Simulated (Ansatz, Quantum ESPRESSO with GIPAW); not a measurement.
## NaHF2: from the crystal structure to its NMR spectrum

What would the 1H NMR spectrum of NaHF2 look like, and which site gives which line?

Calculated with Quantum ESPRESSO with GIPAW 8.0dev (patched build); DFT, PBEsol, plane-wave PAW (pslibrary 1.0.0 recipes), scalar-relativistic, GIPAW; a patched development version of the program.

## 1. Set-up

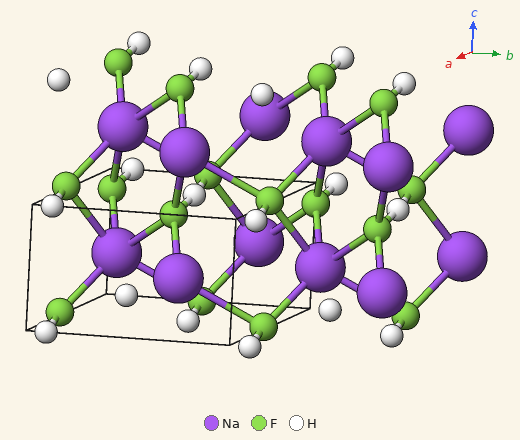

Start, viewed slightly off an axis; sodium purple, fluorine green, hydrogen white. 1×2×2 cells are drawn. This picture shows the conventional cell, with its axes. Bonds to atoms that aren't drawn are left out. Some periodic images of atoms are drawn too.

The cell is a computed entry of the Materials Project; it need not be the form that is stable at ambient conditions.

This structure had its atoms relaxed beforehand (DFT, PBEsol, plane-wave PAW (pslibrary 1.0.0 recipes), Quantum ESPRESSO with GIPAW), starting from the database entry, since shieldings follow bond lengths closely.

## 2. Self-consistent run

The shielding is a linear response of the occupied states, which this run provides. It is converged far beyond what an energy needs, since the response uses the wavefunctions themselves. No empty states are asked for: the response is solved without them. The mesh has a spacing of 0.34 Å⁻¹ at most. The PAW files were made with ld1.x from the pslibrary 1.0.0 recipes, with GIPAW reconstruction switched on (the recipe of F slightly mended, as the packaged one fails to give a sound file).

scf.in

```
&control
  calculation = 'scf'
  prefix = 'x'
  outdir = './tmp/'
  pseudo_dir = './'
/
&system
  ibrav = 0
  nat = 4
  ntyp = 3
  ecutwfc = 75
  ecutrho = 450
  nbnd = 12
/
&electrons
  conv_thr = 1.0d-10
  mixing_beta = 0.7
  electron_maxstep = 100
/
ATOMIC_SPECIES
  Na 22.990 Na.pbesol-spn-kjpaw_psl.1.0.0-gipaw.UPF
  F 18.998 F.pbesol-n-kjpaw_psl.1.0.0-gipaw.UPF
  H 1.008 H.pbesol-kjpaw_psl.1.0.0-gipaw.UPF
CELL_PARAMETERS angstrom
  2.53409000 -2.86167400 0.00000000
  2.53409000 2.86167400 0.00000000
  -0.51649300 0.00000000 3.20284200
ATOMIC_POSITIONS crystal
  Na 0.26708609 0.73291391 0.50000000
  F 0.71098810 0.87519822 0.09611357
  F 0.12480178 0.28901190 0.90388643
  H 0.90122603 0.09877397 0.00000000
K_POINTS automatic
  5 5 6 0 0 0
```

Started as:

```
$ mpirun -np 4 pw.x -nk 4 -in scf.in > scf.out
```

Log:

```text
using ibrav=0 with symmetry is DISCOURAGED, use correct ibrav instead

     bravais-lattice index     =            0
     lattice parameter (alat)  =       7.2233  a.u.
     unit-cell volume          =     313.4760 (a.u.)^3
     number of atoms/cell      =            4
     number of atomic types    =            3
     number of electrons       =        24.00
     number of Kohn-Sham states=           12
     kinetic-energy cutoff     =      75.0000  Ry
     charge density cutoff     =     450.0000  Ry
     scf convergence threshold =      1.0E-10
     mixing beta               =       0.7000
     number of iterations used =            8  plain     mixing
     Exchange-correlation= SLA-PW-PSX-PSC
                           (   1   4  10   8   0   0   0)
[...]
Na                9.00    22.99000     Na( 1.00)
     F                 7.00    18.99800     F ( 1.00)
     H                 1.00     1.00800     H ( 1.00)

      2 Sym. Ops. (no inversion) found
[...]
number of k points=    48
[...]
Dense  grid:    50541 G-vectors     FFT dimensions: (  50,  50,  45)

     Smooth grid:    27507 G-vectors     FFT dimensions: (  40,  40,  36)

     Initial potential from superposition of free atoms

     starting charge      23.9936, renormalised to      24.0000
     Starting wfcs are   14 randomized atomic wfcs

     Self-consistent Calculation

     iteration #  1     ecut=    75.00 Ry     beta= 0.70
     Davidson diagonalization with overlap
     ethr =  1.00E-02,  avg # of iterations =  2.0

     total energy              =    -227.31879187 Ry
     estimated scf accuracy    <       0.31881583 Ry

     iteration #  2     ecut=    75.00 Ry     beta= 0.70
     Davidson diagonalization with overlap
     ethr =  1.33E-03,  avg # of iterations =  3.1

     total energy              =    -227.43349040 Ry
     estimated scf accuracy    <       0.26849742 Ry

     iteration #  3     ecut=    75.00 Ry     beta= 0.70
     Davidson diagonalization with overlap
     ethr =  1.12E-03,  avg # of iterations =  2.0

     total energy              =    -227.47780453 Ry
     estimated scf accuracy    <       0.00329343 Ry

[...]
total energy              =    -227.48067855 Ry
[...]
iteration # 11     ecut=    75.00 Ry     beta= 0.70
     Davidson diagonalization with overlap
     ethr =  3.59E-12,  avg # of iterations =  3.5

     total energy              =    -227.48067855 Ry
     estimated scf accuracy    <          6.6E-10 Ry

     iteration # 12     ecut=    75.00 Ry     beta= 0.70
     Davidson diagonalization with overlap
     ethr =  2.77E-12,  avg # of iterations =  2.0

     End of self-consistent calculation
     [one-electron energies left out]

!    total energy              =    -227.48067855 Ry
     total all-electron energy =      -723.969764 Ry
     estimated scf accuracy    <          1.7E-12 Ry

     The total energy is the sum of the following terms:
     one-electron contribution =    -128.58996146 Ry
     hartree contribution      =      75.52155783 Ry
     xc contribution           =     -34.09363751 Ry
     ewald contribution        =    -104.63430175 Ry
     one-center paw contrib.   =     -35.68433565 Ry

     convergence has been achieved in  12 iterations
[...]
JOB DONE.
```

The job ended after 9.3 s (4 MPI ranks of Intel Xeon Platinum 8559C (Emerald Rapids), shared host; peak memory 0.38 GiB; 36 s of CPU time).

It converged in 12 cycles to an estimated accuracy of 2e-12 Ry, on 48 irreducible k-points.

## 3. Shieldings

A uniform field breaks periodicity, so gipaw.x applies it as a wave of small q and takes the limit. It solves for the first-order states, builds the induced current and gets the field at each nucleus by Biot–Savart; the PAW spheres add what the smooth waves miss near the nuclei. pawproj makes the reconstruction use the PAW data sets' own projectors.

nmr.in

```
&inputgipaw
  job = 'nmr'
  prefix = 'x'
  tmp_dir = './tmp/'
  restart_mode = 'from_scratch'
  verbosity = 'low'
  q_gipaw = 0.01
  spline_ps = .true.
  conv_threshold = 1.0d-14
  use_nmr_macroscopic_shape = .false.
  pawproj(1) = .true.
  pawproj(2) = .true.
  pawproj(3) = .true.
/
```

Started as:

```
$ mpirun -np 4 gipaw.x -in nmr.in > nmr.out
```

Log:

```text
[banner, memory and clock lines left out]
[a note of our patched build left out]

     Parallelizing q-star over 1 images

     IMPORTANT: XC functional enforced from input :
     Exchange-correlation= PBESOL
                           (   1   4  10   8   0   0   0)
     Any further DFT definition will be discarded
     Please, verify this is what you really want

[...]
projs nearly linearly dependent: l=0  n1,n2= 1, 2  s=  0.99970544
[...]
alpha_pv=     94.1846 eV

     spline_ps is .false., expect some extrapolation errors

     q-space interpolation up to    90.00 Rydberg

     GIPAW job: nmr
     NMR macroscopic correction: no
[...]
Computing the magnetic susceptibility     isolve=0    ethr=  0.1000E-13
     Starting from scratch
     k-point #    1 of    48      pool #  1    cpu time:       0.9
[...]
End of magnetic susceptibility calculation

     f-sum rule (1st term):
           -18.6674          0.0000          0.0120
             0.0000        -18.6267          0.0000
             0.0120          0.0000        -18.6294

     f-sum rule (2nd term):
            -1.0874          0.0000         -0.0120
             0.0000         -1.1281          0.0000
            -0.0120         -0.0000         -1.1254

     f-sum rule (should be   -19.7528):
           -19.7548          0.0000          0.0000
             0.0000        -19.7548          0.0000
             0.0000         -0.0000        -19.7548

[... susceptibilities left out ...]
     Contributions to the NMR chemical shifts: -------------------------------

     Macroscopic shape contribution in ppm:                    0.00
             0.0000          0.0000          0.0000
             0.0000          0.0000          0.0000
             0.0000          0.0000          0.0000

     Core contribution in ppm:

     Atom  1  Na  pos: (  0.595395  0.348746  0.418956)  core sigma:         376.66
     Atom  2  F   pos: (  1.038586  0.122937  0.080535)  core sigma:         305.83
     Atom  3  F   pos: (  0.152205  0.122937  0.757378)  core sigma:         305.83
     Atom  4  H   pos: (  0.662957 -0.600762  0.000000)  core sigma:           0.00

     Bare contribution in ppm:

     Atom  1  Na  pos: (  0.595395  0.348746  0.418956)  bare sigma:         127.46
[...]
Atom  2  F   pos: (  1.038586  0.122937  0.080535)  bare sigma:         100.27
[...]
Atom  3  F   pos: (  0.152205  0.122937  0.757378)  bare sigma:         100.27
[...]
Atom  4  H   pos: (  0.662957 -0.600762  0.000000)  bare sigma:           6.58
[...]
Diamagnetic contribution in ppm:

     Atom  1  Na  pos: (  0.595395  0.348746  0.418956)  dia sigma:         108.22
[...]
Atom  2  F   pos: (  1.038586  0.122937  0.080535)  dia sigma:          43.21
[...]
Atom  3  F   pos: (  0.152205  0.122937  0.757378)  dia sigma:          43.21
[...]
Atom  4  H   pos: (  0.662957 -0.600762  0.000000)  dia sigma:           0.71
[...]
Paramagnetic contribution in ppm:

     Atom  1  Na  pos: (  0.595395  0.348746  0.418956)  para sigma:         610.13
[...]
Atom  2  F   pos: (  1.038586  0.122937  0.080535)  para sigma:         200.91
[...]
Atom  3  F   pos: (  0.152205  0.122937  0.757378)  para sigma:         200.91
[...]
Atom  4  H   pos: (  0.662957 -0.600762  0.000000)  para sigma:           0.00
[...]
Paramagnetic US occ-occ contribution in ppm:

     Atom  1  Na  pos: (  0.595395  0.348746  0.418956)  para_oo sigma:          -2.30
[...]
Atom  2  F   pos: (  1.038586  0.122937  0.080535)  para_oo sigma:          -1.40
[...]
Atom  3  F   pos: (  0.152205  0.122937  0.757378)  para_oo sigma:          -1.40
[...]
Atom  4  H   pos: (  0.662957 -0.600762  0.000000)  para_oo sigma:           0.00
[...]
Paramagnetic US L_R Q_R contribution in ppm:

     Atom  1  Na  pos: (  0.595395  0.348746  0.418956)  para_lq sigma:        -660.99
[...]
Atom  2  F   pos: (  1.038586  0.122937  0.080535)  para_lq sigma:        -308.03
[...]
Atom  3  F   pos: (  0.152205  0.122937  0.757378)  para_lq sigma:        -308.03
[...]
Atom  4  H   pos: (  0.662957 -0.600762  0.000000)  para_lq sigma:           0.00
[...]
Total NMR chemical shifts in ppm: ---------------------------------------
     (adopting the Simpson convention for anisotropy and asymmetry)-----------

     Atom  1  Na  pos: (  0.595395  0.348746  0.418956)  Total sigma:         559.17
           558.9326          0.0000         -2.4646
            -0.0000        553.0498          0.0000
            -1.5560         -0.0000        565.5304

     Na      1    anisotropy:     10.39    eta:    0.7682
[...]
Atom  2  F   pos: (  1.038586  0.122937  0.080535)  Total sigma:         340.79
           410.8489         -2.4120        -31.0177
             3.0588        305.4240         -2.6560
           -30.4436         -1.0735        306.0964

     F       2    anisotropy:    117.62    eta:    0.1072
[...]
Atom  3  F   pos: (  0.152205  0.122937  0.757378)  Total sigma:         340.79
[... its tensor is left out ...]
     Atom  4  H   pos: (  0.662957 -0.600762  0.000000)  Total sigma:           7.29
            34.9836          0.0000        -12.0158
             0.0000         -8.3505         -0.0000
           -12.0716         -0.0000         -4.7647

     H       4    anisotropy:     46.59    eta:    0.0071
[...]
```

Run time: 2.5 min. Hardware: 4 MPI ranks; peak memory 0.31 GiB; 10 min of CPU time.

The f-sum rule is met to 0.0020 of 19.8 (0.01 %). Converged shieldings require that this miss be small, but a small miss does not prove them.

From the symmetric part of each tensor, with principal values σ11 ≤ σ22 ≤ σ33: σ_iso is their mean, the span is σ33 − σ11 and the skew 3(σ_iso − σ22)/span. (gipaw.x prints an anisotropy in another convention.)

```csv
site,atom no.,atoms in cell,σ_iso (ppm),span (ppm),skew
Na,1,1,559.2,13.0,0.18
F,2,2,340.8,121.8,0.86
H,4,1,7.29,46.70,0.99
```

The macroscopic shape term is switched off. For a spherical sample the valence susceptibility of this run would add about 6 ppm to every site, a rough estimate, since the susceptibility converges slowly and lacks part of the PAW terms. Differences within the crystal don't depend on it, but shieldings of different compounds can't be compared to better than a few ppm without it.

In this run the largest span is that of F (site symmetry 1), with principal values 297.4, 305.8 and 419.2 ppm. On F the most shielded direction lies 4° off its short bond to H: a field along the bond can't mix the bonding orbital with those across it, so the paramagnetic term is smallest there.

## 4. Electric field gradients

2H and 23Na have a quadrupole moment, which couples to the field gradient and broadens the lines. The gradient is a property of the ground-state density and needs no response; it is taken from a second code that counts the whole PAW charge. C_Q = eQV_zz/h, with Q = 0.00285783 barn for 2H, 0.104 barn for 23Na.

This step: DFT, PBEsol, plane-wave PAW, default files (PAW set soft_2), scalar-relativistic, field gradients (Ansatz 0.2.0), on the same atoms.

input.yaml

```yaml
crystal:
  lattice:
    - [2.53409, -2.861674, 0.0]
    - [2.53409, 2.861674, 0.0]
    - [-0.516493, 0.0, 3.202842]
  atoms:
    - { symbol: Na, position: [0.2670860876, 0.7329139124, 0.5] }
    - { symbol: F, position: [0.7109881032, 0.875198217, 0.0961135652] }
    - { symbol: F, position: [0.124801783, 0.2890118968, 0.9038864348] }
    - { symbol: H, position: [0.9012260261, 0.0987739739, 0.0] }
kpoints:
  mp_grid: { grid: [5, 5, 6] }
scf:
  occupations: { method: fixed }
hamiltonian:
  xc: pbesol
output:
  forces: false
  stress: false
  efg: { quadrupole_moments_barn: { Na: 0.104, H: 0.00285783 } }
```

Started as:

```
$ ansatz run input.yaml --threads 4 --pin off --max-ram 8192MiB --backend cpu --events-out ev --progress --plain --runs-dir out
```

Log:

```text
[... set-up, SCF cycles and energies left out ...]
--- PAW observables at the nuclei: V_zz in 10²¹ V/m², potentials from the cell's mean, atoms counted from 1 ---
  atom   1  Na V_zz =    +0.516605   η = 0.0250   by run symmetry: allowed   C_q = +1.2991 MHz
  atom   2  F  V_zz =   +10.251802   η = 0.1956   by run symmetry: allowed
  atom   3  F  V_zz =   +10.251802   η = 0.1956   by run symmetry: allowed
  atom   4  H  V_zz =    +0.884480   η = 0.0352   by run symmetry: allowed   C_q = +0.0611 MHz
[the lines on potentials at the nuclei are left out]
```

Elapsed: 0.55 s, on 4 threads; peak memory 0.38 GiB; 1.6 s of CPU time.

gipaw.x (job efg) gives them too, in 1.6 s; on PAW files it lacks the augmentation charge of neighbouring atoms. V_zz in 10²¹ V/m²:

```csv
site,Ansatz,gipaw.x,"η_Q, first","η_Q, second"
Na,0.517,0.412,0.02,0.84
F,10.252,10.494,0.20,0.24
H,0.884,4.321,0.04,0.02
```

Among gradients over 0.05 the ratio is farthest from one on H, by 389 %; the first column is used below.

Among nuclei of half-integer spin the second-order effect is largest for 23Na on Na (spin 3/2, C_Q 1.30 MHz): at 9.4 T it moves the centre of gravity of the MAS line by -3.8 ppm from δ_iso, and by a quarter of that at twice the field, by δ_Q = −(3/40)(C_Q/ν0)²(1 + η²/3)[I(I+1) − 3/4]/[I²(2I−1)²] × 10⁶ ppm with ν0 = 105.9 MHz.

## 5. Sites, surroundings and shifts

Spectra are read against a reference compound, and shifts rise as shieldings fall. A slope other than one corrects for the functional's tendency to overstate or understate differences of shielding. For ¹H and ⁷Li, with little paramagnetic shielding, slope and scatter come mostly from geometry, vibration and the shape term.

Reference lines, from the same functional and files: 1H: δ = (29.71 − σ) / 1.204, zero at TMS, fitted to 11 measured values, from Ca(BH4)2, Ca(OH)2, CsH2PO4, LiBH4, LiH, MgH2, NaH, NaOH and NH4H2PO4, with a scatter of 0.61 ppm r.m.s., with σ taken with the shape term of a sphere (6.2 ppm here). Kinds of site that fitted badly were split off after the misses were seen, so the scatter is that of the points kept.

Covalently bonded atoms count as neighbours within 1.18 times the sum of their radii. Otherwise a cation's neighbours lie within 1.2 times its shortest bond (1.3 for large cations, each anion's radius taken off where they differ), and an anion's are the cations that count it.

```csv
site,atom no.,atoms in cell,surroundings,bonds (Å),δ_iso (ppm),C_Q (MHz),η_Q
Na,1,1,NaF6,2.30 to 2.52,-,1.30,0.02
F,2,2,bound to H and 3 Na,1.14 to 2.52,-,-,-
H,4,1,centred between two F,1.145,13.50,0.061,0.04
```

Simulated spectrum, 1H MAS at 60 kHz, 14.1 T (600.3 MHz), lines broadened by 0.5 ppm; rigid lattice, with dipolar and J couplings left out: a single narrow line at 13.50 ppm.

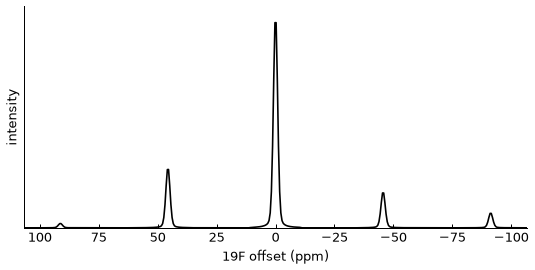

Simulated spectrum: 19F MAS at 30 kHz, 16.4 T (657.3 MHz), lines broadened by 2 ppm; the axis counts ppm from the isotropic position of F, as −Δσ; rigid lattice, with dipolar and J couplings left out. Lines over 1.5 % of the strongest (ppm: area): 91.3: 0.02, 45.6: 0.28, 0.0: 1.00, -45.6: 0.17, -91.3: 0.07. Spinning sidebands lie 45.6 ppm apart.

## 6. Results

* 1H shift: 13.50 ppm
* 2H size of C_Q: 0.061 MHz
* 19F shielding without shape term: 340.8 ppm
* 23Na shielding without shape term: 559.2 ppm
* 23Na size of C_Q: 1.30 MHz

In words: 1H has one site (centred between two F), with isotropic shift 13.50 ppm. No sound run at another cutoff or mesh is at hand, so convergence rests on the f-sum rule and on experience with these files. Hydrogen's values are less sure: spans of ¹H carry errors of some ppm on PAW files, the bulk susceptibility matters on its narrow scale, and it is treated as a fixed classical nucleus at 0 K. This build of gipaw.x prints that it is not audited and that its numbers are no references by themselves. It also reports spline_ps as false although the input sets it; why was not traced.

[Banner, clock, file and message-heading lines were taken out of the pw.x and gipaw.x logs.]

[Logs are printed without paths, hosts, clocks, repeated set-up lines and the standing remarks that a program may print on its own settings, such as how far it seeks lower states.]

[Hosts, paths, dates, database ids (printed as entryN), source tags and the programs' standing remarks are cut or masked in the printed files.]

[Where no reference line passes its bar on scatter, no shift is given, so a measured shift of this compound may stand uncompared.]
